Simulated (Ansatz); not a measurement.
```xyz
8

F    -1.1428   -0.6810    1.1631
C    -0.1882    0.1951    0.7118
C     0.1729   -0.1524   -0.7113
F     0.8242   -1.3358   -0.7565
F     1.0117    0.8036   -1.1822
H     0.7017    0.1189    1.3425
H    -0.5885    1.2115    0.7473
H    -0.6988   -0.2170   -1.3705
```

Geometry: PBE0-D4/def2-TZVP.

These are results of isolated molecule in a Gaussian basis; Hartree-Fock (Ansatz), not measurements.

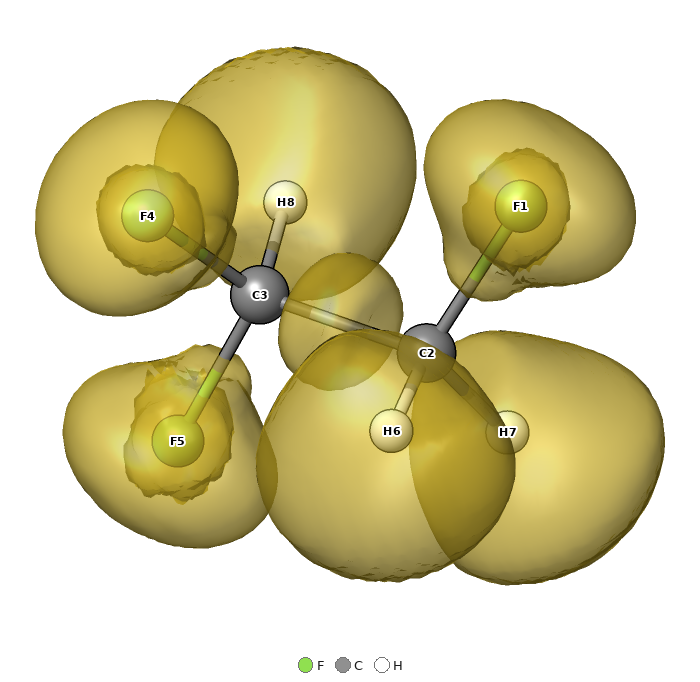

C2H3F3 (SMILES FCC(F)F). Isosurface of the electron localisation function at 0.75 (yellow), seen at a tilt. Core shells and regions of very low density are left out.

Q: Describe the localisation domains.

A: The ELF exceeds this value in one region between bonded C–C atoms (shared pairs), three regions around hydrogen nuclei and three regions on F in which the atom's valence shell and bonds are merged. Along the contacts the grid gives the following. C–F (1.35 Å): the ELF peaks at about 0.90 between the atoms, as expected for a shared but strongly polarised pair. C–C (1.51 Å): the ELF peaks at about 1 between the atoms (a covalent bond).
